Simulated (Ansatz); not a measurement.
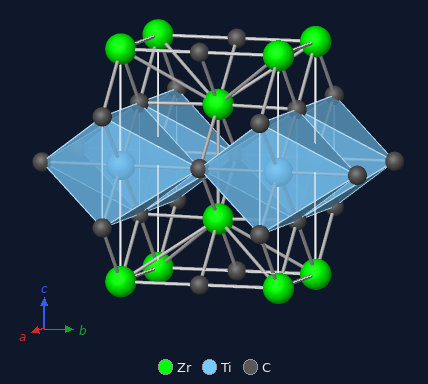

Polyhedral representation of a periodic structure, projected slightly off an axis. One conventional unit cell is outlined, and atoms on its boundary appear in each equivalent place. A few atoms beyond the faces are included.

Zr$_{3}$TiC$_{4}$, space group Pmmm (No. 47), a = 3.271 Å, b = 4.633 Å, c = 6.538 Å, α = 90.00°, β = 90.00°, γ = 90.00°. The cell started as a structure type filled with these elements by a generator (whether the compound takes this form wasn't checked). Earlier steps of the study, as a rule a relaxation of our own, may have changed the cell and positions, so they can lie some per cent off the listed ones. A calculation with Ansatz used it as input.

This one geometry was computed with Ansatz (DFT, plane waves, PAW) at three levels of theory: PBE, LDA and r2SCAN.

> Which level gives the highest pressure at this volume, and what does that say about its equilibrium volume?

Highest: PBE (0.0 GPa) and r2SCAN (0.1 GPa), which points to the largest equilibrium volume. Lowest, with the smallest volume: LDA (-10.3 GPa). Levels within 0.5 GPa of each other can't be told apart.

> How does the band gap change with the level of theory?

All levels give a metal.

> Collect the results in a table.

| level | cutoff (eV) | k-mesh of the run's cell | gap (eV) | pressure (GPa) |
| --- | --- | --- | --- | --- |
| PBE | 420 | 12×8×6 | metal | 0.0 |
| LDA | 420 | 12×8×6 | metal | -10.3 |
| r2SCAN | 500 | 12×8×6 | metal | 0.1 |

Gaps are taken on the k-mesh or band path of each run.
